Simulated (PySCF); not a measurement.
**C₅H₈Ge₂: spin-spin couplings**

Aim: predict the spin-spin couplings of C₅H₈Ge₂ (`C#C[C@H]1C=[CH][GeH2][GeH2]1`).

Programs: PySCF 2.14.0, with density-fitted response routines of our own. Each step states its level of theory. These are calculated values for one molecule in the gas phase, unless marked as measured. Atoms count from 0, in the outputs and in this text.

### 1 The starting structure

15 atoms, charge 0, multiplicity 1; geometry from: GFN2-xTB.

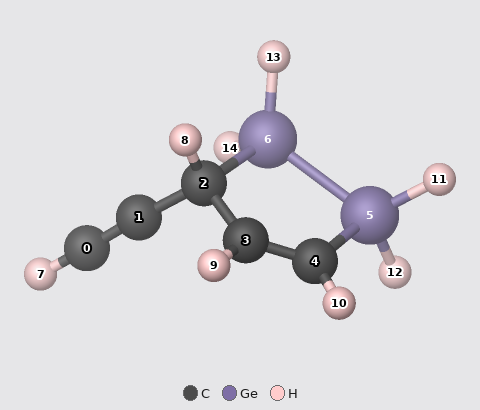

The starting geometry (carbon dark grey, germanium purple, hydrogen pink), atoms numbered; sticks join atoms by distance.

### 2 J couplings: B3LYP/pcSseg-1+pcJ-1

What the job is given:

```
{"job": {"kind": "j", "xc": "B3LYP", "basis": "pcJ-1"}, "charge": 0, "multiplicity": 1}
C     -0.167545     3.027993    -0.589648
C      0.190407     2.005685    -0.078189
C      0.565090     0.739241     0.510114
C     -0.635567     0.150907     1.203134
C     -1.190568    -1.022590     0.920788
Ge    -0.418185    -2.127432    -0.488656
Ge     1.281076    -0.523367    -0.890660
H     -0.460091     3.936148    -1.025627
H      1.337663     0.937147     1.264701
H     -1.055747     0.789153     1.975444
H     -2.061127    -1.337874     1.479908
H     -0.020927    -3.480325     0.043452
H     -1.426373    -2.402300    -1.573259
H      2.713163    -0.872440    -0.557885
H      1.344320     0.188043    -2.215528
```

With the program's defaults for keys left out, this is: B3LYP/pcJ-1 Ge:pcSseg-1 indirect spin-spin coupling, non-relativistic, gas phase.

Run with:

```sh
> OMP_NUM_THREADS=1 python probes_run.py task.json out
```

One launch serves the whole session: the jobs run in the order shown.

What it wrote:

```text
coarse grid: 60512 points
cycle   1  E = -4348.7982108983  dE = -4.450e-01  |g| = 1.334e+00  |ddm| = 3.856e+00
cycle   2  E = -4348.7257999960  dE =  7.241e-02  |g| = 1.402e+00  |ddm| = 1.476e+00
cycle   3  E = -4348.9327961498  dE = -2.070e-01  |g| = 1.466e-01  |ddm| = 1.000e+00
cycle   4  E = -4348.9360992206  dE = -3.303e-03  |g| = 6.775e-02  |ddm| = 1.856e-01
cycle   5  E = -4348.9371212902  dE = -1.022e-03  |g| = 2.635e-02  |ddm| = 6.582e-02
cycle   6  E = -4348.9372910349  dE = -1.697e-04  |g| = 6.137e-03  |ddm| = 2.438e-02
cycle   7  E = -4348.9372998210  dE = -8.786e-06  |g| = 1.842e-03  |ddm| = 6.541e-03
final grid: 125096 points
cycle   8  E = -4348.9373078635  dE =  1.559e-06  |g| = 3.185e-03  |ddm| = 5.842e-03
cycle   9  E = -4348.9373004842  dE =  7.379e-06  |g| = 6.316e-03  |ddm| = 7.845e-03
cycle  10  E = -4348.9373103797  dE = -9.895e-06  |g| = 8.117e-04  |ddm| = 4.813e-03
cycle  11  E = -4348.9373105367  dE = -1.570e-07  |g| = 1.647e-04  |ddm| = 7.405e-04
cycle  12  E = -4348.9373105435  dE = -6.792e-09  |g| = 3.904e-05  |ddm| = 1.672e-04
cycle  13  E = -4348.9373105438  dE = -3.092e-10  |g| = 2.159e-06  |ddm| = 2.788e-05
converged SCF energy = -4348.9373105438

Indirect spin-spin couplings (Hz)
  i      j    bonds     total        FC       PSO       DSO        SD
  0 C    1 C    1    198.655   190.781     7.729     0.145         -
  0 C    2 C    2     11.935    12.291    -0.278    -0.078         -
  0 C    3 C    3      2.189     2.248    -0.040    -0.019         -
  0 C    4 C    4      0.418     0.483    -0.034    -0.032         -
  0 C    7 H    1    263.109   263.719    -1.105     0.494         -
  0 C    8 H    3      4.795     4.410     0.716    -0.331         -
  0 C    9 H    4     -0.164    -0.133     0.032    -0.063         -
  0 C   10 H    5      0.232     0.239     0.183    -0.190         -
  0 C   12 H    5      0.181     0.265     0.068    -0.152         -
  0 C   13 H    4      0.312     0.501     0.205    -0.394         -
  1 C    2 C    1     71.346    73.074    -2.074     0.347         -
  1 C    3 C    2     -5.752    -5.713    -0.148     0.108         -
  1 C    4 C    3      4.957     4.815     0.135     0.007         -
  1 C    7 H    2     51.879    47.117     5.871    -1.109         -
  1 C    8 H    2    -14.837   -14.923    -0.097     0.183         -
  1 C    9 H    3      3.558     3.380    -0.057     0.234         -
  1 C   10 H    4     -1.943    -2.010     0.245    -0.179         -
  1 C   11 H    4      2.046     2.360     0.191    -0.505         -
  1 C   13 H    3      1.924     2.208     0.139    -0.422         -
  1 C   14 H    3      3.419     3.223    -0.128     0.325         -
  2 C    3 C    1     42.630    43.574    -1.303     0.360         -
  2 C    4 C    2      6.482     6.863    -0.463     0.082         -
  2 C    7 H    3      3.639     3.449     0.534    -0.344         -
  2 C    8 H    1    141.745   139.317     0.934     1.494         -
  2 C    9 H    2      7.747     7.584     0.050     0.113         -
  2 C   10 H    3     14.976    14.914     0.335    -0.272         -
  2 C   11 H    3      2.743     3.177     0.090    -0.524         -
  2 C   12 H    3      1.954     2.379     0.087    -0.512         -
  2 C   13 H    2      6.486     6.886    -0.036    -0.364         -
  2 C   14 H    2      4.660     5.044     0.009    -0.393         -
  3 C    4 C    1     73.804    83.376    -9.881     0.309         -
  3 C    7 H    4     -2.207    -2.223     0.191    -0.175         -
  3 C    8 H    2     -8.236    -8.458     0.003     0.219         -
  3 C    9 H    1    167.936   166.978    -0.115     1.073         -
  3 C   10 H    2     -0.526     1.178    -1.521    -0.183         -
  3 C   11 H    3      5.213     5.606     0.144    -0.537         -
  3 C   12 H    3      5.046     5.436     0.140    -0.530         -
  3 C   13 H    3      1.989     2.345     0.113    -0.468         -
  3 C   14 H    3      1.632     2.014     0.133    -0.516         -
  4 C    8 H    3      6.684     6.646     0.186    -0.148         -
  4 C    9 H    2      3.299     4.689    -1.208    -0.182         -
  4 C   10 H    1    166.018   164.705     0.091     1.222         -
  4 C   11 H    2      4.491     4.976     0.022    -0.507         -
  4 C   12 H    2      4.629     5.110     0.026    -0.507         -
  4 C   13 H    3      2.530     2.988     0.093    -0.551         -
  4 C   14 H    3      3.395     3.881     0.100    -0.586         -
  7 H    8 H    4     -3.824    -3.994     1.496    -1.326         -
  7 H    9 H    5      0.155     0.127     0.640    -0.612         -
  7 H   10 H    6     -0.171    -0.141     0.696    -0.725         -
  7 H   11 H    6     -0.731    -0.009     0.650    -1.373         -
  7 H   12 H    6     -0.395    -0.226     0.362    -0.532         -
  7 H   13 H    5     -0.906    -0.338     0.743    -1.311         -
  7 H   14 H    5      0.446     0.024     0.291     0.132         -
  8 H    9 H    3      5.031     4.513     0.272     0.246         -
  8 H   10 H    4     -2.625    -2.782     1.432    -1.275         -
  8 H   11 H    4     -0.487     0.353     0.561    -1.402         -
  8 H   12 H    4      1.529     2.961     1.113    -2.545         -
  8 H   13 H    3      4.158     3.815    -0.466     0.809         -
  8 H   14 H    3      0.560     1.989     1.030    -2.459         -
  9 H   10 H    3     11.731    11.666    -0.067     0.131         -
  9 H   11 H    4     -1.819    -1.055     1.060    -1.824         -
  9 H   12 H    4     -1.640    -0.889     1.056    -1.807         -
  9 H   13 H    4     -0.531     0.173     1.067    -1.770         -
  9 H   14 H    4     -0.259     0.501     1.150    -1.909         -
 10 H   11 H    3     -0.199     0.254     0.461    -0.914         -
 10 H   12 H    3     -0.208     0.263     0.469    -0.940         -
 11 H   12 H    2      7.362     9.972     0.993    -3.603         -
 11 H   13 H    3     -0.772    -0.280     0.120    -0.612         -
 11 H   14 H    3      7.515    10.099     0.904    -3.488         -
 12 H   13 H    3      7.903    10.520     0.929    -3.546         -
 12 H   14 H    3     -1.231    -0.692     0.115    -0.653         -
 13 H   14 H    2      7.255     9.818     0.896    -3.459         -
```

Run time: 3.2 min. Hardware: 1 thread of Intel Xeon at 2.70GHz, shared host; peak memory 1.4 GiB.

Couplings of 1 Hz or more, nine at most for each number of bonds (isotopes 13C, 1H):

| pair | bonds | J (Hz) | Fermi contact (Hz) | dihedral (°) |
| --- | --- | --- | --- | --- |
| C0–H7 | 1 | 263.1 | 263.7 | – |
| C0–C1 | 1 | 198.7 | 190.8 | – |
| C3–H9 | 1 | 167.9 | 167.0 | – |
| C4–H10 | 1 | 166.0 | 164.7 | – |
| C2–H8 | 1 | 141.7 | 139.3 | – |
| C3–C4 | 1 | 73.8 | 83.4 | – |
| C1–C2 | 1 | 71.3 | 73.1 | – |
| C2–C3 | 1 | 42.6 | 43.6 | – |
| C1–H7 | 2 | 51.9 | 47.1 | – |
| C1–H8 | 2 | -14.8 | -14.9 | – |
| C0–C2 | 2 | 11.9 | 12.3 | – |
| C3–H8 | 2 | -8.2 | -8.5 | – |
| C2–H9 | 2 | 7.7 | 7.6 | – |
| H11–H12 | 2 | 7.4 | 10.0 | – |
| H13–H14 | 2 | 7.3 | 9.8 | – |
| C2–H13 | 2 | 6.5 | 6.9 | – |
| C2–C4 | 2 | 6.5 | 6.9 | – |
| C2–H10 | 3 | 15.0 | 14.9 | -179 |
| H9–H10 | 3 | 11.7 | 11.7 | -1 |
| H12–H13 | 3 | 7.9 | 10.5 | -132 |
| H11–H14 | 3 | 7.5 | 10.1 | 130 |
| C4–H8 | 3 | 6.7 | 6.6 | -123 |
| C3–H11 | 3 | 5.2 | 5.6 | 122 |
| C3–H12 | 3 | 5.0 | 5.4 | -121 |
| H8–H9 | 3 | 5.0 | 4.5 | 59 |
| C1–C4 | 3 | 5.0 | 4.8 | 121 |
| H7–H8 | 4 | -3.8 | -4.0 | – |
| H8–H10 | 4 | -2.6 | -2.8 | – |
| C3–H7 | 4 | -2.2 | -2.2 | – |
| C1–H11 | 4 | 2.0 | 2.4 | – |
| C1–H10 | 4 | -1.9 | -2.0 | – |
| H9–H11 | 4 | -1.8 | -1.1 | – |
| H9–H12 | 4 | -1.6 | -0.9 | – |
| H8–H12 | 4 | 1.5 | 3.0 | – |

The spin-dipole term was not solved, so all couplings lack that part.

The response was solved for the nuclei of C, H alone, so couplings that need other nuclei can be missing.

Quadrupole couplings from the field gradients of the same density:

| atom | isotope | eQq/h (MHz) | η |
| --- | --- | --- | --- |
| Ge6 | 73Ge | -36.0 | 0.16 |
| Ge5 | 73Ge | -23.5 | 0.16 |

### 3 Summary of results

```
                                            quantity                    value
largest coupling of the table (B3LYP/pcSseg-1+pcJ-1)  1J(C,H) C0–H7, 263.1 Hz
```

In words: Of the pairs tabulated at B3LYP/pcSseg-1+pcJ-1, C0–H7 couples most strongly (263.1 Hz; Fermi contact 263.7 Hz). Couplings across rotatable bonds belong to this one conformer; where others are populated, the observed values are averages. Spin-orbit coupling is left out, which matters for shieldings and couplings at and beside the heavy atoms.
